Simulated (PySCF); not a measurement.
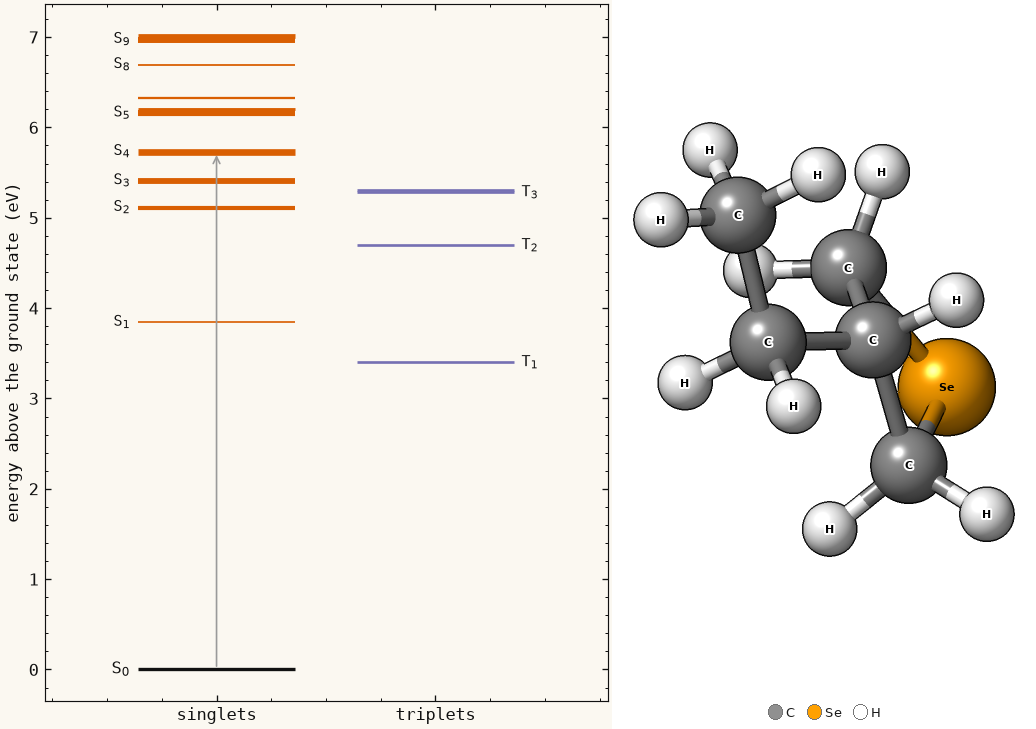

State diagram of C₅H₁₀Se, SMILES CCC1C[Se]C1. Vertical TDDFT excitations, B3LYP/def2-SVPD with PySCF 2.14.0, at a PBE0-D3(BJ)/def2-SVP geometry (no frequency check), gas phase. Triplets in the Tamm-Dancoff approximation; only the lowest 10 singlets and 4 triplets were computed. Thicker singlet lines are brighter; the arrow marks the brightest.

What character does the calculation give T1?

Answer. Mainly HOMO → LUMO (97 %).

What is the vertical gap between S1 and T1?

Answer. 0.44 eV: S1 at 3.84 eV, T1 at 3.40 eV.

What are the energy, strength and character of the state that the arrow marks?

Answer. S4 at 5.73 eV (216 nm), f = 0.033, mainly HOMO → LUMO+3 (99 %).

Note: states above the negative HOMO energy depend on the basis; spin-orbit coupling is left out, and with Se it can shift these levels and split any degenerate set; one conformer of a flexible molecule; core orbitals are frozen in the response.
